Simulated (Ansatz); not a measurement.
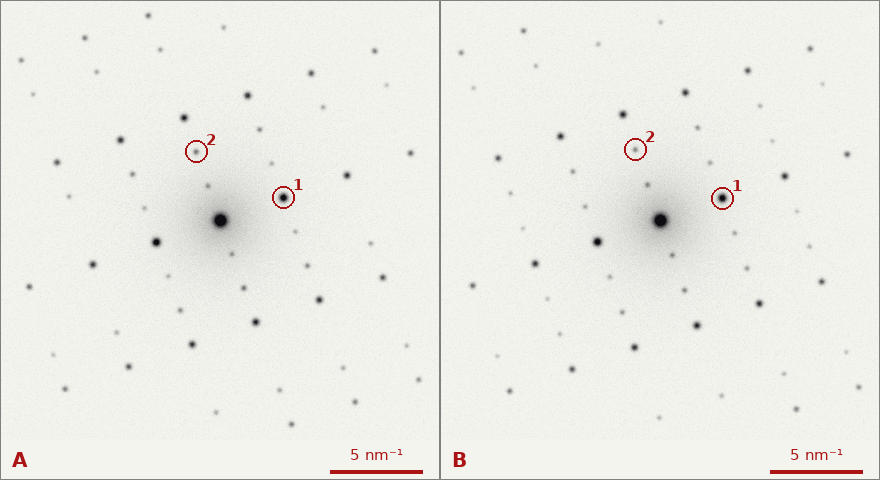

Kinematic electron diffraction patterns (200 kV, B = 0.5 Å², same scale) along [1-10] of the run's own cell, for the start and the end of one relaxation of GaSn2 with DFT PBE, scalar-relativistic, plane waves, PAW in Ansatz 0.2.0. k mesh 16×16×16. The start is a generated model structure, and the relaxation ends in the nearest stationary point of its symmetry, not necessarily the ground state. Spot 1 is 0 0 -1 and spot 2 is 2 2 -2 in both.

Start structure:

```yaml
crystal:
  lattice:
    - [-1.95780, 1.95780, 4.91186]
    - [1.95780, -1.95780, 4.91186]
    - [1.95780, 1.95780, -4.91186]
  atoms:
    - { symbol: Ga, position: [0.00000, 0.00000, 0.00000] }
    - { symbol: Sn, position: [0.66315, 0.66315, 0.00000] }
    - { symbol: Sn, position: [0.33685, 0.33685, 0.00000] }
```

**Which pattern belongs to the start structure, and which to the relaxed one?**

B is the start: its cell gives d(1) = 2.769 Å, d(2) = 2.456 Å and an angle of 90.0°. A is the relaxed structure, with d(1) = 2.719 Å (-1.8 %), d(2) = 2.537 Å (+3.3 %) and 90.0°.

**What did the relaxation do to the structure and the energy?**

The volume changed by -0.4 % to 25.01 Å³ an atom; with the mean shift removed, the atoms moved by up to 0.03 Å relative to the cell (Sn most); the space group stayed I4/mmm (No. 139); the free energy fell by 2.2 meV an atom. Relaxed cell: a = 5.756 Å, b = 5.756 Å, c = 5.756 Å, α = 140.97°, β = 140.97°, γ = 56.38°.
